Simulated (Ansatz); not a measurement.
**Pt, response to strain**

Consider Pt in the fcc (Cu type) structure (space group Fm-3m, No. 225; relaxed with 0.1 eV smearing).

```
CELL_PARAMETERS angstrom
      0.00000     1.95989     1.95989
      1.95989     0.00000     1.95989
      1.95989     1.95989     0.00000
ATOMIC_POSITIONS crystal
  Pt 0.00000 0.00000 0.00000
```

Cartesian axes are those of the cell as printed.

Strains are applied to the cell and any free atomic positions relax; under biaxial strain the out-of-plane vector relaxes too.

Computed with Kohn–Sham DFT with the PBEsol functional, run in Ansatz (a quantum-chemistry and plane-wave program) with PAW and 420 eV plane waves, spin-orbit coupling left out.

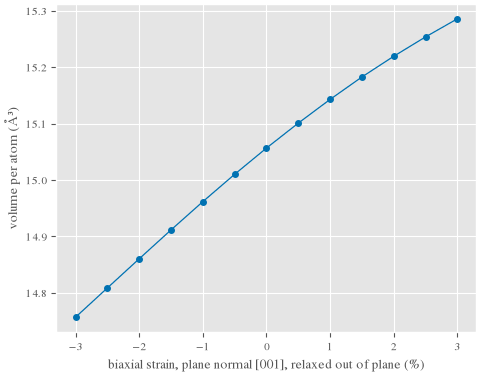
*Volume per atom against biaxial strain, plane normal [001], relaxed out of plane*

**Question.** From the plot, what is the volume per atom for biaxial strain +2.00 %, plane normal [001], relaxed out of plane?

**Answer.** About 15.22 Å³.

**Question.** Is the trend monotonic over the range shown?

**Answer.** Yes, it rises throughout, spanning 14.76 Å³ to 15.29 Å³.

Stability against distortions was not tested. All final runs are without spin polarisation.
